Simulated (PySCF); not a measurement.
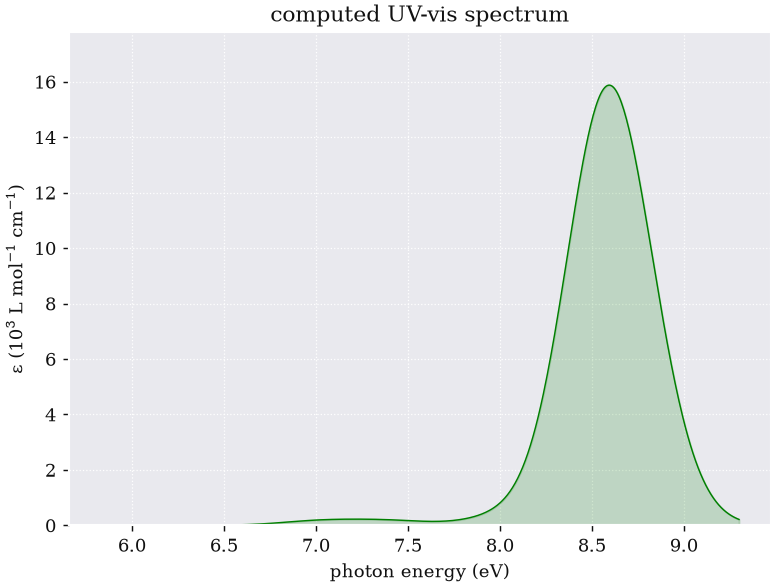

Computed absorption of C₂H₇FSi₂, SMILES F[SiH]1C[SiH2]C1. Vertical TDDFT excitations, LC-wPBE/def2-SVPD with PySCF, at a PBE0-D3(BJ)/def2-SVP geometry (no frequency check), gas phase. Only the first 10 singlet excitations are included; each is broadened by a Gaussian of 1/e half-width 0.30 eV.

Does any vertical transition fall in the visible?

No singlet lies below 3.1 eV (beyond 400 nm), so at this level no vertical transition falls in the visible.

Where is the lowest singlet, and is it bright?

S1 lies at 7.03 eV (176 nm) with f = 0.003, mainly HOMO → LUMO+1 (84 %); it is dark or nearly so.

List the transitions behind the spectrum.

```
state  E (eV)  λ (nm)      f          main character
   S1    7.03     176  0.003    HOMO → LUMO+1 (84 %)
   S2    7.40     168  0.003      HOMO → LUMO (76 %)
   S3    7.45     166  0.000  HOMO−1 → LUMO+1 (71 %)
   S4    7.98     155  0.000  HOMO−2 → LUMO+1 (80 %)
   S5    8.07     154  0.007    HOMO → LUMO+2 (74 %)
   S6    8.55     145  0.229    HOMO−1 → LUMO (72 %)
   S7    8.65     143  0.001  HOMO−1 → LUMO+2 (64 %)
   S8    8.71     142  0.053    HOMO−2 → LUMO (45 %)
   S9    8.79     141  0.003    HOMO−3 → LUMO (73 %)
  S10    8.80     141  0.035    HOMO−2 → LUMO (40 %)
```

Note: one conformer of a flexible molecule; core orbitals are frozen in the response.
